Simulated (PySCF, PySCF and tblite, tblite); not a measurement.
# C₄H₅BF₂S: a path driven as rotation about a bond, and NMR exchange

How fast is rotation about a bond in C₄H₅BF₂S (`CC(=S)/C=C/B(F)F`), and when do the exchanging lines merge?

Computed with tblite 0.8.0 (tight binding) and PySCF 2.14.0 (DFT, with response routines of our own); each step states its level. Atoms count from 0 throughout.

### Step 1. The starting structure

13 atoms, charge 0, multiplicity 1; geometry from: force field or distance geometry start.

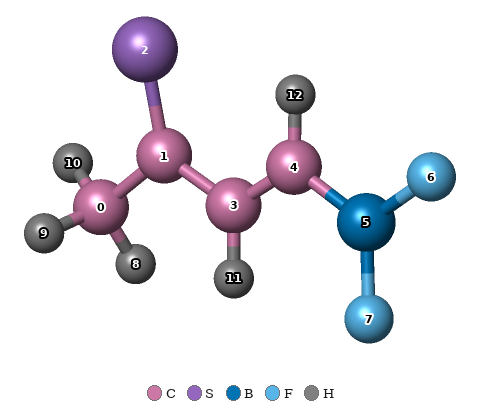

The starting geometry (carbon pink, sulfur purple, boron blue, fluorine blue, hydrogen grey), atoms numbered.

### Step 2. GFN2-xTB relaxation, start minimum

The job: settings as JSON, then the geometry in Å.

```
{"job": {"xc": "GFN2-xTB", "basis": "xTB", "kind": "relax"}, "charge": 0, "multiplicity": 1}
C     -2.289300    -0.589400    -0.016900
C     -1.169400     0.393900    -0.091100
S     -1.486300     1.985100     0.105200
C      0.223700    -0.119000    -0.103200
C      1.304000     0.657000    -0.173000
B      2.749400     0.063400    -0.200400
F      3.890800     0.954400    -0.299100
F      2.975900    -1.358500    -0.111200
H     -2.056500    -1.496600    -0.610800
H     -2.476700    -0.882000     1.044300
H     -3.229800    -0.138400    -0.428400
H      0.351700    -1.205200    -0.045100
H      1.208000     1.735700    -0.236700
```

Run with:

```bash
> OMP_NUM_THREADS=1 python ens_run.py task.json out
```

One launch serves the whole session.

Output:

```text
step      E/eV     max force
  0    -682.56140    3.625
  1    -682.96958    2.341
  2    -683.08631    3.035
  3    -683.17889    0.641
  4    -683.20171    0.388
  5    -683.21866    0.245
  6    -683.22111    0.174
  7    -683.22555    0.113
  8    -683.22656    0.115
  9    -683.22822    0.109
 10    -683.22935    0.097
 11    -683.23045    0.074
 12    -683.23101    0.056
 13    -683.23138    0.060
 14    -683.23171    0.062
 15    -683.23201    0.042
 16    -683.23223    0.034
 17    -683.23241    0.034
 18    -683.23259    0.055
 19    -683.23281    0.060
 20    -683.23306    0.051
 21    -683.23332    0.061
 22    -683.23362    0.061
 23    -683.23397    0.064
 24    -683.23445    0.073
 25    -683.23502    0.062
 26    -683.23554    0.061
 27    -683.23592    0.057
 28    -683.23628    0.066
 29    -683.23664    0.068
 30    -683.23700    0.052
 31    -683.23732    0.040
 32    -683.23753    0.033
 33    -683.23767    0.032
 34    -683.23780    0.031
 35    -683.23800    0.046
 36    -683.23826    0.053
 37    -683.23854    0.046
 38    -683.23879    0.041
 39    -683.23901    0.038
 40    -683.23922    0.046
 41    -683.23946    0.050
 42    -683.23971    0.054
 43    -683.23998    0.053
 44    -683.24029    0.046
 45    -683.24063    0.052
 46    -683.24099    0.049
 47    -683.24121    0.094
 48    -683.24161    0.056
 49    -683.24206    0.051
 50    -683.24271    0.065
 51    -683.24318    0.075
 52    -683.24392    0.065
 53    -683.24441    0.052
 54    -683.24472    0.043
 55    -683.24489    0.047
 56    -683.24508    0.042
 57    -683.24527    0.032
 58    -683.24543    0.026
 59    -683.24550    0.025
 60    -683.24564    0.032
 61    -683.24575    0.025
 62    -683.24581    0.009
 63    -683.24582    0.006
 64    -683.24582    0.006
 65    -683.24583    0.007
 66    -683.24584    0.008
 67    -683.24587    0.009
 68    -683.24589    0.012
 69    -683.24590    0.014
 70    -683.24592    0.013
 71    -683.24594    0.013
 72    -683.24596    0.011
 73    -683.24600    0.010
 74    -683.24602    0.009
 75    -683.24603    0.008
 76    -683.24603    0.006
 77    -683.24604    0.005
 78    -683.24604    0.004
 79    -683.24604    0.003
```

Run time: 0.5 s. Hardware: 1 thread of Intel Xeon Platinum 8375C at 2.90GHz, shared host.

Relaxing gained 0.685 eV and moved the atoms by 0.22 Å on average (rms).

### Step 3. Relaxed scan, rotation

The job: settings as JSON, then the geometry in Å.

```
{"job": {"xc": "GFN2-xTB", "basis": "xTB", "coordinate": [["t", [6, 5, 4, 3], 0.25], ["t", [6, 5, 4, 12], 0.25], ["t", [7, 5, 4, 3], 0.25], ["t", [7, 5, 4, 12], 0.25]], "kind": "drive"}, "charge": 0, "multiplicity": 1}
C     -2.259255    -0.588588     0.004062
C     -1.157705     0.409386    -0.101938
S     -1.480624     2.009696    -0.225356
C      0.191971    -0.105516    -0.089820
C      1.304247     0.650698    -0.165973
B      2.734387     0.063110    -0.149085
F      3.819289     0.807201    -0.214663
F      2.970070    -1.234180    -0.065686
H     -2.195642    -1.303300    -0.817287
H     -2.164087    -1.150983     0.933778
H     -3.228786    -0.098623    -0.020675
H      0.286773    -1.182135    -0.011629
H      1.174974     1.723720    -0.242189
```

Output:

```text
point  coordinate     E/eV
  0    -74.800     -683.23476
  1    -59.900     -683.20380
  2    -45.000     -683.15938
  3    -29.900     -683.12403
  4    -14.800     -683.09236
  5      0.400     -683.08724
  6     15.600     -683.09650
  7     30.700     -683.12132
  8     45.800     -683.16548
  9     60.700     -683.20235
 10     75.600     -683.22628
 11     90.400     -683.23132
```

Wall time 2 s (1 thread of Intel Xeon Platinum 8375C at 2.90GHz, shared host).

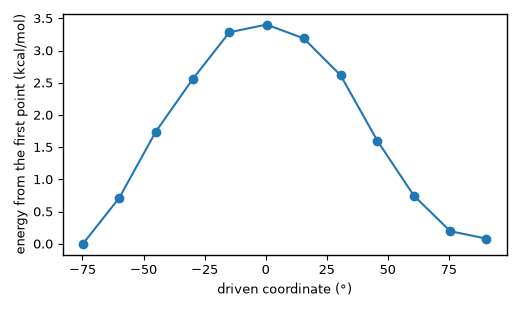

Energy along the scan.

### Step 4. Nudged elastic band, leg 1

The job, as its differences from that of step 3:

```diff
@@ -1,2 +1,2 @@
-{"job": {"xc": "GFN2-xTB", "basis": "xTB", "coordinate": [["t", [6, 5, 4, 3], 0.25], ["t", [6, 5, 4, 12], 0.25], ["t", [7, 5, 4, 3], 0.25], ["t", [7, 5, 4, 12], 0.25]], "kind": "drive"}, "charge": 0, "multiplicity": 1}
+{"job": {"xc": "GFN2-xTB", "basis": "xTB", "kind": "neb"}, "charge": 0, "multiplicity": 1}
 C     -2.259255    -0.588588     0.004062
```

Output:

```text
image   E - E0 / eV
  0       0.0000
  1       0.0712
  2       0.1422
  3       0.1569
  4       0.0884
  5       0.0184
  6      -0.0000
```

Run time: 1.7 s. Hardware: 1 thread of Intel Xeon Platinum 8375C at 2.90GHz, shared host.

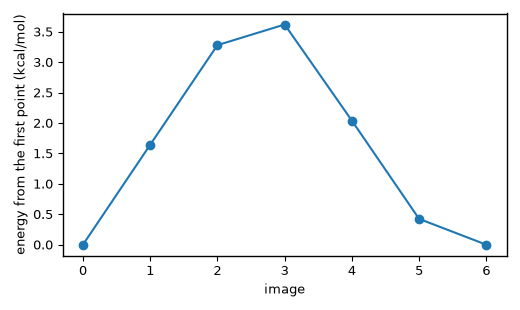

Energy along the band.

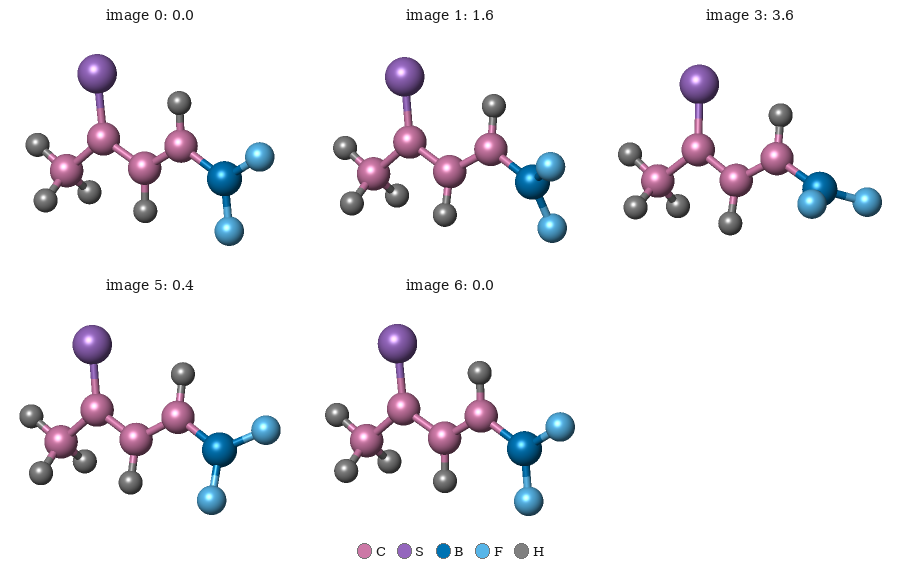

Images along the band, with energies in kcal/mol.

### Step 5. Saddle search, leg 1

The job: settings as JSON, then the geometry in Å.

```
{"job": {"xc": "GFN2-xTB", "basis": "xTB", "kind": "saddle"}, "charge": 0, "multiplicity": 1}
C     -2.274864    -0.550356     0.208772
C     -1.158562     0.394668    -0.075044
S     -1.451132     1.931247    -0.548666
C      0.185375    -0.123695     0.082694
C      1.294145     0.568772    -0.211242
B      2.765492     0.064264    -0.088139
F      3.448909     0.101366     1.035754
F      3.438438    -0.425119    -1.107971
H     -2.233738    -1.389993    -0.487132
H     -2.175711    -0.955401     1.215954
H     -3.236595    -0.054177     0.111798
H      0.256384    -1.139252     0.451307
H      1.141859     1.577677    -0.588084
```

Output:

```text
step      E/eV     max force
  0    -683.08912   0.0256
  1    -683.08824   0.0677
  2    -683.08886   0.0243
  3    -683.08845   0.0342
  4    -683.08845   0.0279
  5    -683.08844   0.0239
  6    -683.08847   0.0000
lowest wavenumbers (cm-1): -69.1 68.7 88.0 94.5 113.7 198.5
```

Run time: 2.8 s. Hardware: 1 thread of Intel Xeon Platinum 8375C at 2.90GHz, shared host.

Point group Cs; 1 imaginary mode, 69i cm⁻¹, carried by F6, F7, C3. Steps downhill from it reached both ends.

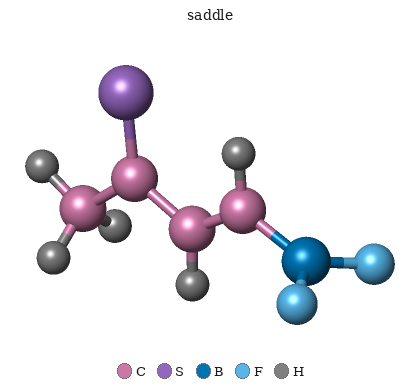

The saddle point.

### Step 6. Shieldings, start: PBE0/pcSseg-1

The job: settings as JSON, then the geometry in Å.

```
{"job": {"kind": "nmr", "xc": "PBE0", "basis": "pcSseg-1", "pop": false}, "charge": 0, "multiplicity": 1}
C     -2.259255    -0.588588     0.004062
C     -1.157705     0.409386    -0.101938
S     -1.480624     2.009696    -0.225356
C      0.191971    -0.105516    -0.089820
C      1.304247     0.650698    -0.165973
B      2.734387     0.063110    -0.149085
F      3.819289     0.807201    -0.214663
F      2.970070    -1.234180    -0.065686
H     -2.195642    -1.303300    -0.817287
H     -2.164087    -1.150983     0.933778
H     -3.228786    -0.098623    -0.020675
H      0.286773    -1.182135    -0.011629
H      1.174974     1.723720    -0.242189
```

Output:

```text
coarse grid: 12328 points
cycle   1  E = -777.5113412803  dE =  1.025e+00  |g| = 6.711e-01  |ddm| = 3.442e+00
cycle   2  E = -777.4150863681  dE =  9.625e-02  |g| = 1.002e+00  |ddm| = 1.303e+00
cycle   3  E = -777.5905949891  dE = -1.755e-01  |g| = 1.661e-01  |ddm| = 9.609e-01
cycle   4  E = -777.5973547943  dE = -6.760e-03  |g| = 6.022e-02  |ddm| = 2.607e-01
cycle   5  E = -777.5983145062  dE = -9.597e-04  |g| = 1.863e-02  |ddm| = 9.514e-02
cycle   6  E = -777.5983873526  dE = -7.285e-05  |g| = 3.878e-03  |ddm| = 1.587e-02
cycle   7  E = -777.5983908401  dE = -3.487e-06  |g| = 2.147e-03  |ddm| = 6.387e-03
final grid: 117856 points
cycle   8  E = -777.6557142810  dE = -4.325e-05  |g| = 1.078e-02  |ddm| = 3.131e-02
cycle   9  E = -777.6556305034  dE =  8.378e-05  |g| = 1.972e-02  |ddm| = 3.444e-02
cycle  10  E = -777.6557446276  dE = -1.141e-04  |g| = 2.437e-03  |ddm| = 2.649e-02
cycle  11  E = -777.6557460439  dE = -1.416e-06  |g| = 5.700e-04  |ddm| = 2.931e-03
cycle  12  E = -777.6557461224  dE = -7.849e-08  |g| = 2.068e-04  |ddm| = 6.388e-04
cycle  13  E = -777.6557461322  dE = -9.771e-09  |g| = 5.119e-05  |ddm| = 2.029e-04
cycle  14  E = -777.6557461328  dE = -6.307e-10  |g| = 1.498e-05  |ddm| = 7.704e-05
converged SCF energy = -777.6557461328

GIAO shielding tensors (ppm)
atom      isotropic    diamagn.    paramagn.     s11        s22        s33       span
  0 C      140.745     247.470    -106.724    116.359    122.549    183.328     66.969
  1 C      -71.528     259.507    -331.035   -243.046   -114.898    143.359    386.405
  2 S     -673.674    1057.181   -1730.856  -2317.685   -411.900    708.561   3026.246
  3 C       33.487     257.533    -224.047    -86.020     41.435    145.045    231.065
  4 C       48.950     256.912    -207.962    -44.774     16.907    174.716    219.490
  5 B       77.893     193.645    -115.752     68.433     79.753     85.493     17.060
  6 F      244.406     464.796    -220.390     82.128    287.092    363.998    281.870
  7 F      265.422     470.389    -204.966     94.868    323.259    378.140    283.271
  8 H       28.634      28.763      -0.128     25.620     28.180     32.103      6.484
  9 H       28.631      28.898      -0.267     25.640     28.151     32.103      6.463
 10 H       28.155      28.890      -0.735     24.340     28.568     31.556      7.216
 11 H       24.041      34.227     -10.186     19.617     22.433     30.073     10.456
 12 H       24.619      31.663      -7.044     21.326     24.085     28.446      7.120
```

Run time: 22 s. Hardware: 1 thread of Intel Xeon Platinum 8375C at 2.90GHz, shared host; peak memory 0.76 GiB.

This run: HOMO -6.76 eV, LUMO -3.43 eV; dipole 2.34 D.

### Step 7. Shieldings, saddle of leg 1: PBE0/pcSseg-1

The job: settings as JSON, then the geometry in Å.

```
{"job": {"kind": "nmr", "xc": "PBE0", "basis": "pcSseg-1", "pop": false}, "charge": 0, "multiplicity": 1}
C     -2.279124    -0.545714     0.216318
C     -1.157189     0.385783    -0.089412
S     -1.442340     1.928949    -0.546680
C      0.184530    -0.146703     0.039901
C      1.294485     0.563793    -0.199184
B      2.769881     0.068930    -0.084306
F      3.474814     0.168878     1.022641
F      3.426569    -0.465698    -1.091870
H     -2.232243    -1.414278    -0.441715
H     -2.194308    -0.907263     1.241849
H     -3.238057    -0.050966     0.088972
H      0.251867    -1.182056     0.349607
H      1.141113     1.596346    -0.506121
```

Output:

```text
coarse grid: 12328 points
cycle   1  E = -777.5009735478  dE =  1.035e+00  |g| = 6.754e-01  |ddm| = 3.447e+00
cycle   2  E = -777.4049788239  dE =  9.599e-02  |g| = 1.008e+00  |ddm| = 1.282e+00
cycle   3  E = -777.5828985657  dE = -1.779e-01  |g| = 1.607e-01  |ddm| = 9.517e-01
cycle   4  E = -777.5892014989  dE = -6.303e-03  |g| = 5.930e-02  |ddm| = 2.596e-01
cycle   5  E = -777.5901304733  dE = -9.290e-04  |g| = 1.931e-02  |ddm| = 9.853e-02
cycle   6  E = -777.5902084331  dE = -7.796e-05  |g| = 4.324e-03  |ddm| = 1.599e-02
cycle   7  E = -777.5902131474  dE = -4.714e-06  |g| = 2.053e-03  |ddm| = 6.796e-03
final grid: 117856 points
cycle   8  E = -777.6480542066  dE = -4.602e-05  |g| = 1.012e-02  |ddm| = 3.139e-02
cycle   9  E = -777.6479856645  dE =  6.854e-05  |g| = 1.807e-02  |ddm| = 3.234e-02
cycle  10  E = -777.6480804499  dE = -9.479e-05  |g| = 2.279e-03  |ddm| = 2.492e-02
cycle  11  E = -777.6480817031  dE = -1.253e-06  |g| = 5.466e-04  |ddm| = 2.877e-03
cycle  12  E = -777.6480817728  dE = -6.967e-08  |g| = 2.011e-04  |ddm| = 5.983e-04
cycle  13  E = -777.6480817819  dE = -9.188e-09  |g| = 5.086e-05  |ddm| = 2.077e-04
cycle  14  E = -777.6480817826  dE = -6.144e-10  |g| = 1.494e-05  |ddm| = 7.520e-05
converged SCF energy = -777.6480817826

GIAO shielding tensors (ppm)
atom      isotropic    diamagn.    paramagn.     s11        s22        s33       span
  0 C      142.643     247.562    -104.920    120.903    123.859    183.166     62.262
  1 C      -65.896     259.745    -325.641   -240.477    -99.614    142.402    382.880
  2 S     -468.764    1057.568   -1526.332  -1786.274   -351.524    731.506   2517.779
  3 C       42.976     255.984    -213.007    -67.522     47.574    148.876    216.398
  4 C       43.916     262.149    -218.234    -53.964     12.963    172.747    226.711
  5 B       73.883     192.484    -118.601     51.307     83.214     87.127     35.821
  6 F      232.894     465.661    -232.767     49.914    278.008    370.760    320.846
  7 F      232.892     465.658    -232.765     49.909    278.000    370.768    320.860
  8 H       28.803      28.924      -0.121     25.741     28.117     32.549      6.808
  9 H       28.802      28.922      -0.119     25.743     28.114     32.550      6.808
 10 H       28.260      28.922      -0.662     24.287     28.847     31.646      7.359
 11 H       24.612      34.357      -9.745     20.380     23.218     30.237      9.857
 12 H       24.082      31.863      -7.781     21.382     23.600     27.263      5.881
```

It took 21 s on 1 thread of Intel Xeon Platinum 8375C at 2.90GHz, shared host; peak memory 0.78 GiB.

In short: HOMO -6.65 eV, LUMO -2.98 eV; dipole 2.18 D.

### Step 8. The path in numbers

The job: settings as JSON, then the geometry in Å.

```
{"job": {"smiles": "CC(=S)/C=C/B(F)F", "charge": 0, "mult": 1, "motion": "rotation", "what": "aryl or vinyl borane", "atoms": [5, 4], "drives": [{"terms": [["t", [6, 5, 4, 3], 0.25], ["t", [6, 5, 4, 12], 0.25], ["t", [7, 5, 4, 3], 0.25], ["t", [7, 5, 4, 12], 0.25]], "by": 180, "n": 12}], "study": "path", "level": {"kind": "nmr", "xc": "PBE0", "basis": "pcSseg-1"}, "fields": [90, 700, 800], "first": 5, "seed": 638, "kind": "path"}, "charge": 0, "multiplicity": 1}
C     -2.259255    -0.588588     0.004062
C     -1.157705     0.409386    -0.101938
S     -1.480624     2.009696    -0.225356
C      0.191971    -0.105516    -0.089820
C      1.304247     0.650698    -0.165973
B      2.734387     0.063110    -0.149085
F      3.819289     0.807201    -0.214663
F      2.970070    -1.234180    -0.065686
H     -2.195642    -1.303300    -0.817287
H     -2.164087    -1.150983     0.933778
H     -3.228786    -0.098623    -0.020675
H      0.286773    -1.182135    -0.011629
H      1.174974     1.723720    -0.242189
```

Output:

```text
stationary points (kcal/mol above the start)
  n  kind          group   xTB      DFT    lowest mode
  0  minimum      Cs       0.00     0.00      36.9
  1  saddle       Cs       3.63     4.83     -69.1
  2  minimum      Cs      -0.00     0.00      36.6

GFN2-xTB energies: T/K, barrier G, reaction G (kcal/mol), k forward, k back (1/s)
 150.00     3.47    -0.00   5.42e+07    5.4e+07
 200.00     3.58    -0.00   1.02e+09   1.01e+09
 250.00     3.70    -0.00   6.01e+09   5.99e+09
 298.15     3.84    -0.00   1.91e+10    1.9e+10
 350.00     3.99    -0.00   4.69e+10   4.67e+10
 400.00     4.15    -0.00   8.98e+10   8.94e+10
 500.00     4.50    -0.00   2.25e+11   2.24e+11

PBE0/pcSseg-1 + D3(BJ) energies: T/K, barrier G, reaction G (kcal/mol), k forward, k back (1/s)
 150.00     4.67    -0.00   9.71e+05   9.67e+05
 200.00     4.78    -0.00   4.99e+07   4.96e+07
 250.00     4.90    -0.00   5.38e+08   5.36e+08
 298.15     5.04    -0.00   2.53e+09   2.52e+09
 350.00     5.19    -0.00   8.36e+09   8.32e+09
 400.00     5.35    -0.00   1.99e+10   1.98e+10
 500.00     5.70    -0.00   6.74e+10   6.71e+10
```

It took 54 s on 1 thread of Intel Xeon Platinum 8375C at 2.90GHz, shared host; peak memory 0.78 GiB. This counts the whole study up to here.

Barriers by level (kcal/mol; entropies in cal/(mol K)). Zero-point and thermal terms come from xTB in every row. ΔG‡ leaves symmetry out; the rate counts equivalent paths (a factor of 2); effective ΔG‡, where given, is the barrier that would give that rate by Eyring's equation alone:

| level | ΔE‡ | with zero-point | ΔH‡ | ΔS‡ | ΔG‡ (298 K) | ΔE of reaction | k at 298 K (1/s) | effective ΔG‡ |
| --- | --- | --- | --- | --- | --- | --- | --- | --- |
| GFN2-xTB | 3.63 | 3.31 | 2.86 | -3.3 | 3.84 | 0.00 | 1.9e+10 | 3.43 |
| PBE0/pcSseg-1 + D3(BJ) | 4.83 | 4.51 | 4.06 | -3.3 | 5.04 | 0.00 | 2.5e+09 | 4.63 |

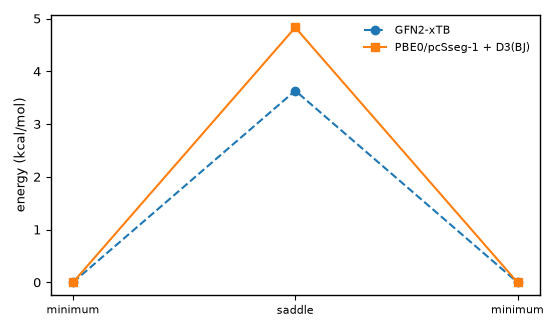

The xTB stationary points, at both levels.

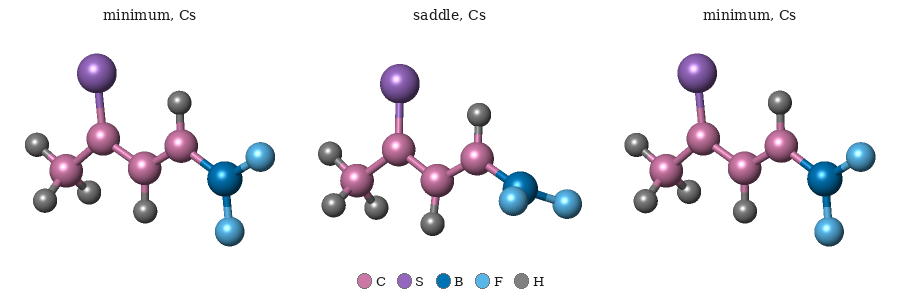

The stationary points in order.

Sites that the driver pairs across this motion, and where their lines would merge (no couplings; faster rotations or exchange between molecules can average them sooner):

| nucleus | sites: shielding (ppm) | proton frequency (MHz) | spread (Hz) | coalescence (K) | lines at 298 K |
| --- | --- | --- | --- | --- | --- |
| $^{19}$F | F6: 244.4; F7: 265.4 | 90 | 1780 | 111 | 1 |
| $^{19}$F | F6: 244.4; F7: 265.4 | 700 | 13848 | 123 | 1 |
| $^{19}$F | F6: 244.4; F7: 265.4 | 800 | 15826 | 124 | 1 |

### Step 9. Outcome

| quantity | value |
| --- | --- |
| barrier (PBE0/pcSseg-1 + D3(BJ)) | ΔE‡ 4.8, ΔG‡(298 K) 5.0 kcal/mol |
| barrier (GFN2-xTB) | ΔE‡ 3.6 kcal/mol |
| rate at 298 K | 2.5e+09 s⁻¹ |
| end of the path | the start, renumbered or mirrored |
| coalescence of $^{19}$F F6 | 124 K at 800 MHz |

The barrier is 4.8 kcal/mol at the DFT level (xTB: 3.6); with thermal terms and the count of paths the DFT value gives a rate of 2.5e+09 s⁻¹ at 298 K. An error of 1.4 kcal/mol changes that rate tenfold. The $^{19}$F lines of F6 and its partners, 15826 Hz apart at 800 MHz, merge at 124 K, so by this path alone the exchange at 298 K is fast for them; other paths were not followed.
